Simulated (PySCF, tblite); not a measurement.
# C₄H₆BF₅: infrared bands, NMR shifts, spin-spin couplings and electronic excitations in gas and solvents

Aim: compute the infrared bands, NMR shifts, spin-spin couplings and electronic excitations of C₄H₆BF₅ (`FB(F)CCCC(F)(F)F`), and see what a dielectric continuum does where one was used.

The runs use tblite 0.8.0 and PySCF 2.14.0, with density-fitted response routines of our own; the level of theory stands in each step. All values are computed, except where a source is named. Atoms are numbered from 0 throughout.

## 1. The molecule as given

16 atoms, charge 0, multiplicity 1; geometry from: force field or distance geometry start.

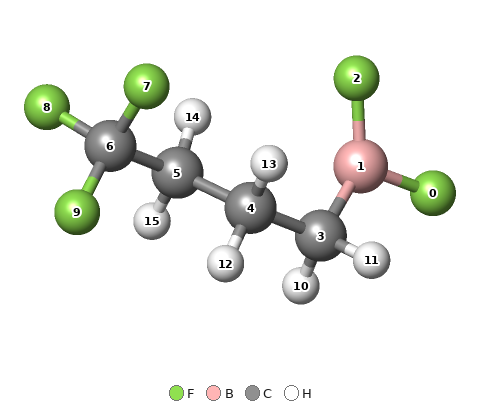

As it starts; fluorine green, boron pink, carbon grey, hydrogen white, atoms numbered; sticks join atoms by distance.

## 2. Geometry optimisation with GFN2-xTB

The job: settings as JSON, then the geometry in Å.

```
{"job": {"kind": "relax", "xc": "GFN2-xTB", "basis": "xTB"}, "charge": 0, "multiplicity": 1}
F      3.644000    -0.084500    -0.591000
B      2.261300     0.320500    -0.272900
F      2.048900     1.733200    -0.190800
C      1.400000    -0.771600     0.463700
C      0.024200    -0.349300     0.858400
C     -0.826400     0.066600    -0.344800
C     -2.195200     0.486100     0.180400
F     -1.972300     1.537200     1.050200
F     -2.936100     0.977200    -0.884600
F     -2.887000    -0.562000     0.756300
H      1.372800    -1.646400    -0.217600
H      1.948300    -1.054300     1.416200
H     -0.495000    -1.231200     1.302700
H     -0.007200     0.438400     1.651700
H     -0.438300     0.934000    -0.896900
H     -0.949800    -0.785100    -1.024600
```

Command:

```console
> OMP_NUM_THREADS=1 python probes_run.py task.json out
```

One launch serves the whole session: the jobs run in the order shown.

Log:

```text
step      E/eV     max force
  0    -995.90098    3.867
  1    -996.56405    2.373
  2    -996.79251    2.979
  3    -996.89331    0.884
  4    -996.93265    0.366
  5    -996.95737    0.404
  6    -996.96780    0.309
  7    -996.98146    0.270
  8    -996.98835    0.193
  9    -996.99348    0.160
 10    -996.99681    0.121
 11    -996.99936    0.105
 12    -997.00100    0.097
 13    -997.00231    0.112
 14    -997.00364    0.108
 15    -997.00505    0.085
 16    -997.00613    0.084
 17    -997.00685    0.076
 18    -997.00753    0.074
 19    -997.00841    0.101
 20    -997.00946    0.089
 21    -997.01045    0.086
 22    -997.01127    0.067
 23    -997.01203    0.071
 24    -997.01277    0.068
 25    -997.01337    0.056
 26    -997.01379    0.051
 27    -997.01414    0.041
 28    -997.01446    0.049
 29    -997.01470    0.038
 30    -997.01483    0.034
 31    -997.01493    0.027
 32    -997.01504    0.025
 33    -997.01515    0.025
 34    -997.01522    0.017
 35    -997.01527    0.014
 36    -997.01531    0.017
 37    -997.01536    0.017
 38    -997.01540    0.016
 39    -997.01543    0.016
 40    -997.01546    0.013
 41    -997.01549    0.017
 42    -997.01553    0.019
 43    -997.01556    0.016
 44    -997.01559    0.015
 45    -997.01562    0.012
 46    -997.01566    0.017
 47    -997.01570    0.016
 48    -997.01573    0.012
 49    -997.01575    0.011
 50    -997.01578    0.014
 51    -997.01582    0.023
 52    -997.01589    0.026
 53    -997.01597    0.020
 54    -997.01603    0.013
 55    -997.01605    0.013
 56    -997.01607    0.014
 57    -997.01609    0.013
 58    -997.01611    0.010
 59    -997.01612    0.008
```

It took 0.59 s on 1 thread of Arm Neoverse N1, shared host; peak memory 0.18 GiB.

Relaxation path: (not every step is listed)

```
step  energy from step 0 (eV)  largest force (eV/Å)
   0                   0.0000                3.8672
   1                  -0.6631                2.3729
   2                  -0.8915                2.9792
   3                  -0.9923                0.8841
   4                  -1.0317                0.3662
   5                  -1.0564                0.4036
   6                  -1.0668                0.3093
   7                  -1.0805                0.2704
   8                  -1.0874                0.1925
  12                  -1.1000                0.0967
  16                  -1.1051                0.0837
  20                  -1.1085                0.0889
  24                  -1.1118                0.0679
  28                  -1.1135                0.0485
  32                  -1.1141                0.0253
  36                  -1.1143                0.0170
  40                  -1.1145                0.0125
  44                  -1.1146                0.0152
  48                  -1.1147                0.0119
  52                  -1.1149                0.0263
  54                  -1.1150                0.0134
  55                  -1.1151                0.0134
  56                  -1.1151                0.0144
  57                  -1.1151                0.0134
  58                  -1.1151                0.0105
  59                  -1.1151                0.0078
```

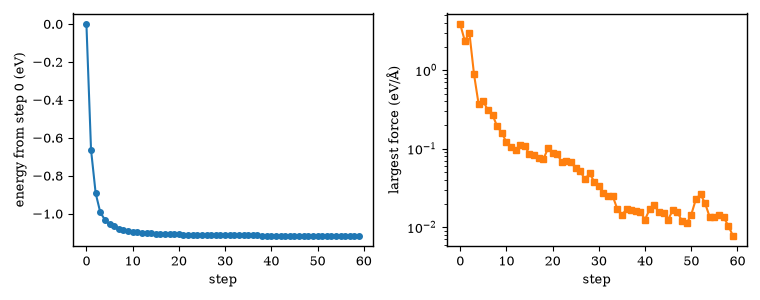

Energy and largest force along the relaxation.

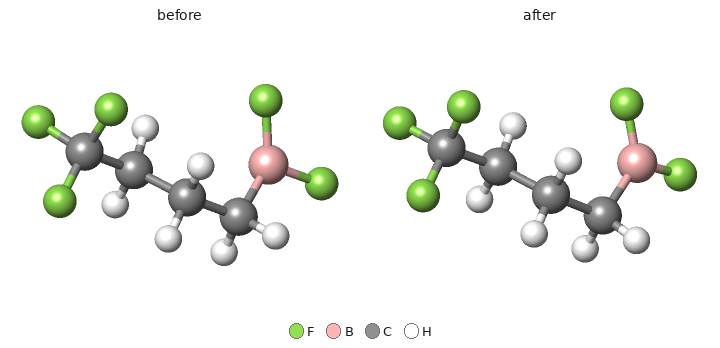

The geometry before (left) and after (right).

Distances of close pairs at the start and the end, largest changes first:

```
  bond  before (Å)  after (Å)  change (Å)
 F0–B1       1.475      1.316      -0.159
 B1–F2       1.431      1.316      -0.115
 C6–F8       1.387      1.343      -0.045
 C6–F7       1.382      1.340      -0.042
C3–H11       1.135      1.093      -0.041
 C3–C4       1.492      1.533      +0.041
 C6–F9       1.382      1.343      -0.038
C4–H13       1.118      1.091      -0.027
```

The next job starts from the end point, and lists it.

## 3. Infrared spectrum with GFN2-xTB

The job: settings as JSON, then the geometry in Å.

```
{"job": {"kind": "ir", "xc": "GFN2-xTB", "basis": "xTB"}, "charge": 0, "multiplicity": 1}
F      3.551675     0.045283    -0.638726
B      2.356764     0.317945    -0.158911
F      2.029077     1.590375    -0.236863
C      1.429265    -0.801559     0.461475
C      0.031873    -0.344723     0.896925
C     -0.814078     0.090457    -0.300707
C     -2.204801     0.502940     0.134245
F     -2.195118     1.522389     1.004108
F     -2.960659     0.892780    -0.904557
F     -2.873063    -0.497697     0.731174
H      1.337075    -1.630952    -0.244709
H      1.943623    -1.222301     1.329766
H     -0.473661    -1.164494     1.411009
H      0.120067     0.490925     1.592933
H     -0.360280     0.944404    -0.805207
H     -0.925356    -0.726828    -1.015885
```

Log:

```text
mode    cm-1     km/mol
  1      25.8      0.36
  2      35.1      3.39
  3      58.0      2.32
  4     103.7      1.50
  5     148.8      1.31
  6     171.1      1.00
  7     254.8      4.81
  8     332.3      0.88
  9     357.5      6.32
 10     395.8     15.25
 11     413.6     28.03
 12     475.2      5.52
 13     486.5      5.18
 14     498.7     18.28
 15     601.1     34.81
 16     725.8      6.54
 17     776.5     74.99
 18     815.1     13.73
 19     841.5     29.69
 20     966.1    109.59
 21    1005.8      5.62
 22    1038.2    106.67
 23    1063.4    225.95
 24    1115.2     26.92
 25    1157.4     71.24
 26    1184.2    121.13
 27    1192.0    164.61
 28    1235.4    196.55
 29    1262.4     40.27
 30    1281.2    302.18
 31    1293.0    132.14
 32    1332.8    185.49
 33    1362.3     13.72
 34    1442.7      8.29
 35    1448.0     12.14
 36    1482.3      3.05
 37    2960.6     10.61
 38    2981.9     11.26
 39    2989.7     11.39
 40    2995.7      7.13
 41    3008.0     27.46
 42    3014.5      8.75
```

Run time: 0.85 s. Hardware: 1 thread of Arm Neoverse N1, shared host; peak memory 0.18 GiB.

Which atoms move in the most intense modes:

```csv
cm⁻¹,km/mol,atoms
966,109.6,"C6 19 %, H14 12 %, H15 11 %"
1063,225.9,"C6 58 %, F8 15 %"
1184,121.1,"C6 23 %, H11 18 %, H15 15 %, H12 10 %"
1192,164.6,"C6 60 %, H14 12 %"
1235,196.6,"B1 43 %, H10 17 %, F0 15 %"
1281,302.2,"B1 31 %, H13 19 %, H14 13 %"
1293,132.1,"B1 35 %, C5 11 %, H15 11 %, H14 10 %"
1333,185.5,"C3 29 %, B1 21 %, H10 21 %, H11 10 %"
```

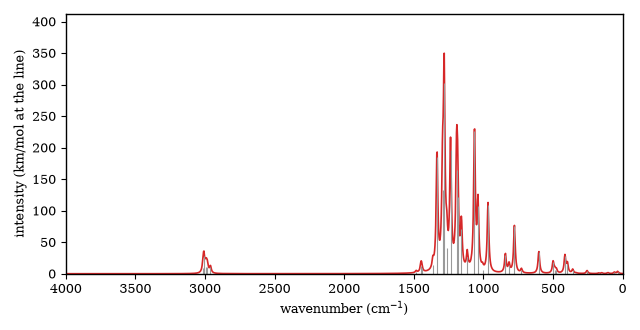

The infrared spectrum from these modes, unscaled. Lines are broadened to a width of 14 cm⁻¹ (Lorentzian).

## 4. Optimising the geometry at PBE0-D3(BJ)/def2-SVP

The job: settings as JSON, then the geometry in Å.

```
{"job": {"xc": "PBE0", "basis": "def2-SVP", "d3": "d3bj", "grid": 1, "shake": 0.01, "kind": "geom"}, "charge": 0, "multiplicity": 1}
F      3.572080     0.019730    -0.634550
B      2.351090     0.313420    -0.161070
F      2.008880     1.588060    -0.245520
C      1.462490    -0.799300     0.457950
C      0.029060    -0.351400     0.886370
C     -0.817990     0.095280    -0.303090
C     -2.195220     0.500940     0.134490
F     -2.179660     1.527840     0.999060
F     -2.962490     0.898190    -0.885210
F     -2.875760    -0.500130     0.741200
H      1.328210    -1.633870    -0.235880
H      1.949430    -1.221390     1.336470
H     -0.501940    -1.154280     1.401410
H      0.103380     0.493690     1.599940
H     -0.364730     0.933640    -0.804950
H     -0.925880    -0.712770    -1.008410
```

Log:

```text
step   0  E = -679.06522514  max force = 0.035405
step   1  E = -679.06877544  max force = 0.008866
step   2  E = -679.06924495  max force = 0.004652
step   3  E = -679.06936325  max force = 0.001530
step   4  E = -679.06936185  max force = 0.001311
step   5  E = -679.06937040  max force = 0.001094
step   6  E = -679.06936617  max force = 0.000735
step   7  E = -679.06936820  max force = 0.000584
step   8  E = -679.06937006  max force = 0.000385
optimisation converged
```

It took 3.5 min on 1 thread of Arm Neoverse N1, shared host; peak memory 0.69 GiB.

The steps of the relaxation:

```
step  energy from step 0 (eV)  largest force component (eV/Å)
   0                   0.0000                          1.8206
   1                  -0.0966                          0.4559
   2                  -0.1094                          0.2392
   3                  -0.1126                          0.0787
   4                  -0.1126                          0.0674
   5                  -0.1128                          0.0563
   6                  -0.1127                          0.0378
   7                  -0.1127                          0.0300
   8                  -0.1128                          0.0198
```

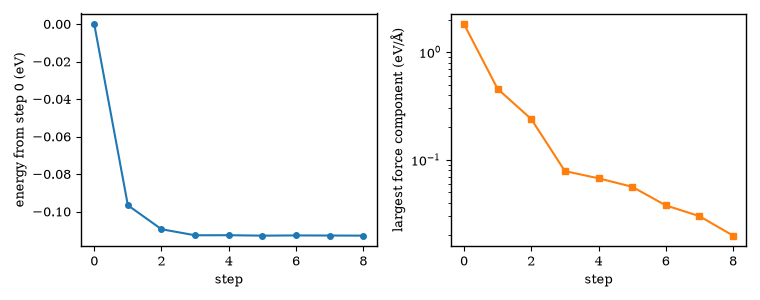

Energy and largest force along the relaxation.

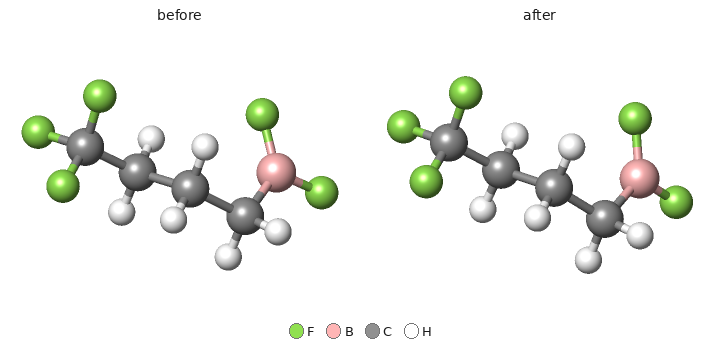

Before and after, at one scale.

Close pairs (by a distance rule), those that changed most:

```csv
bond,before (Å),after (Å),change (Å)
C3–C4,1.562,1.525,-0.036
C5–H14,1.077,1.101,+0.024
C5–H15,1.078,1.101,+0.023
F0–B1,1.342,1.322,-0.021
C3–H11,1.090,1.107,+0.017
C6–F9,1.354,1.339,-0.015
B1–C3,1.553,1.563,+0.010
C3–H10,1.094,1.104,+0.010
```

The next job starts from the end point, and lists it.

| at the end point | value |
| --- | --- |
| point group (found at 0.08 Å tolerance) | C1 |
| rotational constants (GHz, main isotopes) | 2.825, 0.529, 0.505 |
| dipole moment (D) | 2.05 |

## 5. Shielding tensors: PBE0/pcSseg-1

The job: settings as JSON, then the geometry in Å.

```
{"job": {"kind": "nmr", "xc": "PBE0", "basis": "pcSseg-1"}, "charge": 0, "multiplicity": 1}
F      3.451293    -0.173637    -0.857270
B      2.365475     0.189231    -0.197031
F      2.171860     1.490662    -0.063974
C      1.389674    -0.862622     0.423354
C      0.038318    -0.331689     0.890435
C     -0.831293     0.146372    -0.263786
C     -2.201180     0.594673     0.170003
F     -2.140384     1.597450     1.053588
F     -2.924512     1.020761    -0.869973
F     -2.884060    -0.400630     0.750429
H      1.271379    -1.703208    -0.282477
H      1.939917    -1.300379     1.278021
H     -0.504513    -1.114108     1.443650
H      0.182195     0.503488     1.594156
H     -0.364216     0.996112    -0.785333
H     -0.979867    -0.654917    -1.004782
```

Method: GIAO PBE0/pcSseg-1 NMR shielding, non-relativistic, gas phase.

Log:

```text
coarse grid: 14584 points
cycle   1  E = -679.2479469128  dE =  1.356e+00  |g| = 1.042e+00  |ddm| = 3.440e+00
cycle   2  E = -679.0998586046  dE =  1.481e-01  |g| = 1.481e+00  |ddm| = 1.199e+00
cycle   3  E = -679.4274134076  dE = -3.276e-01  |g| = 6.899e-02  |ddm| = 7.066e-01
cycle   4  E = -679.4281348885  dE = -7.215e-04  |g| = 3.866e-02  |ddm| = 7.176e-02
cycle   5  E = -679.4284627293  dE = -3.278e-04  |g| = 4.843e-03  |ddm| = 3.049e-02
cycle   6  E = -679.4284673389  dE = -4.610e-06  |g| = 1.320e-03  |ddm| = 4.898e-03
final grid: 146296 points
cycle   7  E = -679.5142956639  dE = -8.064e-05  |g| = 8.822e-03  |ddm| = 2.675e-02
cycle   8  E = -679.5142868317  dE =  8.832e-06  |g| = 1.132e-02  |ddm| = 1.357e-02
cycle   9  E = -679.5143122068  dE = -2.538e-05  |g| = 7.667e-04  |ddm| = 7.369e-03
cycle  10  E = -679.5143122853  dE = -7.848e-08  |g| = 2.965e-04  |ddm| = 6.147e-04
cycle  11  E = -679.5143122994  dE = -1.409e-08  |g| = 6.232e-05  |ddm| = 1.876e-04
cycle  12  E = -679.5143123001  dE = -7.410e-10  |g| = 1.446e-05  |ddm| = 5.123e-05
converged SCF energy = -679.5143123001

GIAO shielding tensors (ppm)
atom      isotropic    diamagn.    paramagn.     s11        s22        s33       span
  0 F      237.102     464.948    -227.846     55.900    294.146    361.259    305.359
  1 B       70.690     193.602    -122.911     42.627     79.400     90.043     47.415
  2 F      243.476     471.053    -227.577     52.742    295.172    382.513    329.771
  3 C      171.672     252.478     -80.805    158.531    167.863    188.623     30.091
  4 C      167.030     249.355     -82.325    158.654    168.984    173.453     14.799
  5 C      146.637     252.351    -105.715    125.336    142.850    171.725     46.389
  6 C       52.877     245.397    -192.520     49.314     51.285     58.034      8.720
  7 F      265.725     474.021    -208.296    175.344    276.009    345.820    170.476
  8 F      254.553     471.122    -216.569    167.825    253.616    342.217    174.393
  9 F      264.550     473.148    -208.597    174.162    272.955    346.534    172.372
 10 H       30.395      30.928      -0.533     25.627     29.465     36.094     10.466
 11 H       30.027      28.422       1.605     24.930     28.164     36.988     12.058
 12 H       29.729      31.379      -1.649     23.483     30.437     35.268     11.785
 13 H       29.629      31.881      -2.251     24.953     29.857     34.079      9.126
 14 H       29.374      32.377      -3.003     24.662     30.783     32.675      8.012
 15 H       29.782      32.055      -2.272     25.367     30.415     33.565      8.198
```

Run time: 65 s. Hardware: 1 thread of Arm Neoverse N1, shared host; peak memory 1 GiB.

Shifts follow as δ = σ(reference) − σ, with reference shieldings (ppm) from runs at the same level and on the same kind of geometry: ¹H TMS 31.27, ¹³C TMS 184.4, ¹⁹F CFCl3 177.2, ¹¹B BF3·OEt2 100.7. The references are single molecules in the gas phase, so shifts against H2O, NH3, PH3, H3PO4 or CFCl3 are not on the usual liquid scales and can be off by tens of ppm. Atoms listed in one row are averaged.

```csv
atoms,environment,σ (ppm),δ (ppm),δ scaled to CDCl3
C6,CF3 carbon,52.9,131.5,127.2
C5,sp3 CH2,146.6,37.8,36.2
C4,sp3 CH2,167.0,17.4,16.4
C3,sp3 CH2 bonded to B,171.7,12.7,11.9
"H14, H15",hydrogen on an sp3 CH2,29.58,1.69,1.82
"H12, H13",hydrogen on an sp3 CH2,29.68,1.59,1.72
"H10, H11",hydrogen on an sp3 CH2 bonded to B,30.21,1.06,1.22
"F0, F2",fluorine bonded to B,240.3,-63.0,–
"F7, F8, F9",fluorine of a CF3 group,261.6,-84.4,–
B1,"boron bonded to C, 2 F",70.7,30.0,–
```

The scaled column applies a straight-line fit of computed shieldings to shifts measured in CDCl3, and one for carbons that bear F (root-mean-square error 0.21 ppm for H, 2.0 ppm for C).

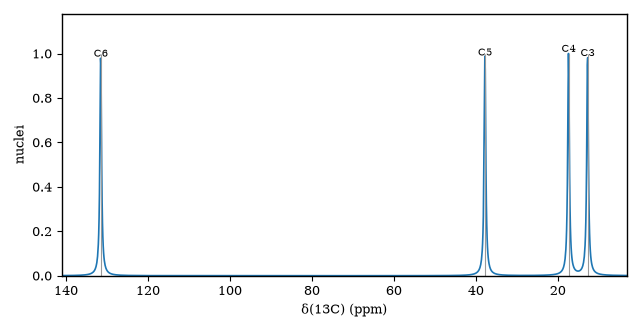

¹³C lines at the computed shifts, without couplings. Lines are broadened to a width of 0.48 ppm (Lorentzian).

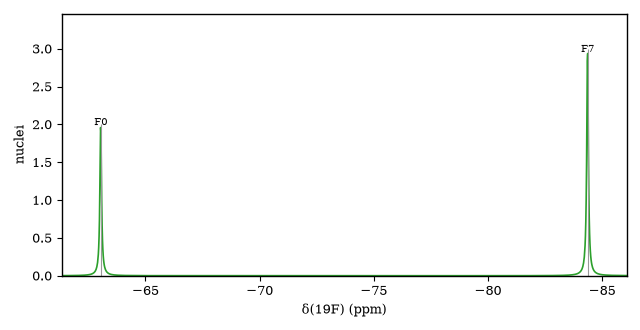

¹⁹F lines at the computed shifts, without couplings. Lines are broadened to a width of 0.09 ppm (Lorentzian).

Charges from the same density, by scheme (e):

```csv
atoms,Mulliken,IAO,Hirshfeld,ESP fit
"F0, F2",-0.29,-0.31,-0.14,-0.30
B1,0.76,0.74,0.32,0.75
C3,-0.48,-0.46,-0.14,-0.44
C4,-0.26,-0.24,-0.07,0.19
C5,-0.33,-0.30,-0.10,-0.37
C6,0.80,0.81,0.26,0.58
"F7, F8, F9",-0.27,-0.29,-0.09,-0.20
```

IAO charges:

F0 -0.31; B1 0.74; F2 -0.31; C3 -0.46; C4 -0.24; C5 -0.30; C6 0.81; F7 -0.29; F8 -0.28; F9 -0.29; H10 0.16; H11 0.17; H12 0.14; H13 0.15; H14 0.16; H15 0.16

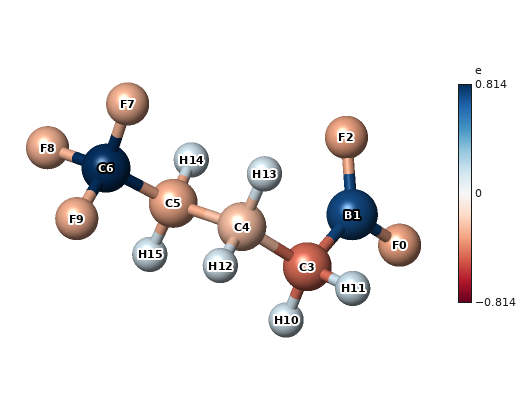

IAO charges, as colours on the atoms.

Mayer bond orders: F0–B1 1.13, B1–F2 1.10, B1–C3 0.99, C3–C4 1.03, C4–C5 1.00, C5–C6 1.04, C6–F7 1.00, C6–F8 1.00, C6–F9 0.99.

The fields below are evaluated on a grid from the run's orbitals.

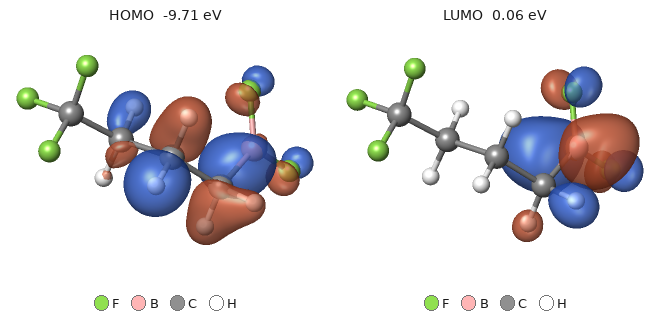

PBE0/pcSseg-1 orbitals near the gap, drawn at the value that encloses 70 % of each; the two colours are the two signs.

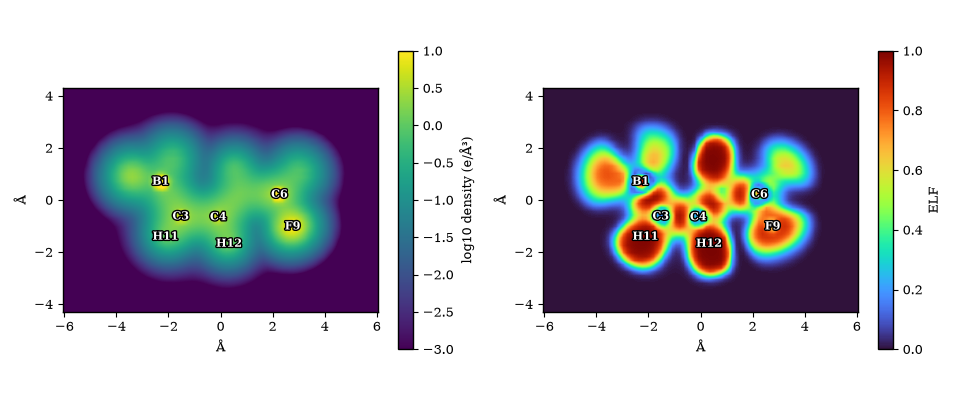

Density (left) and ELF (right) in a plane through or near 7 of the atoms.

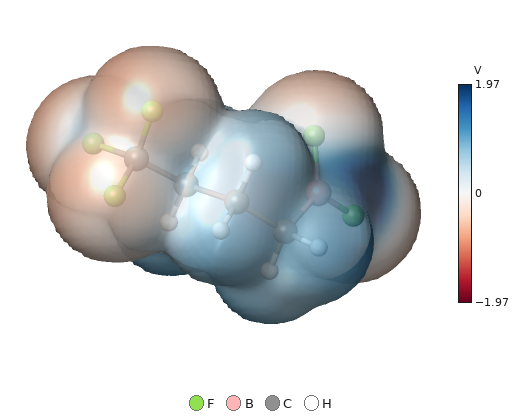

Electrostatic potential on the surface of density 0.002 e/bohr³; red is low, blue high. It runs from -0.61 V near F7 to 1.97 V near B1.

(Part 1 of 3 ends here.)
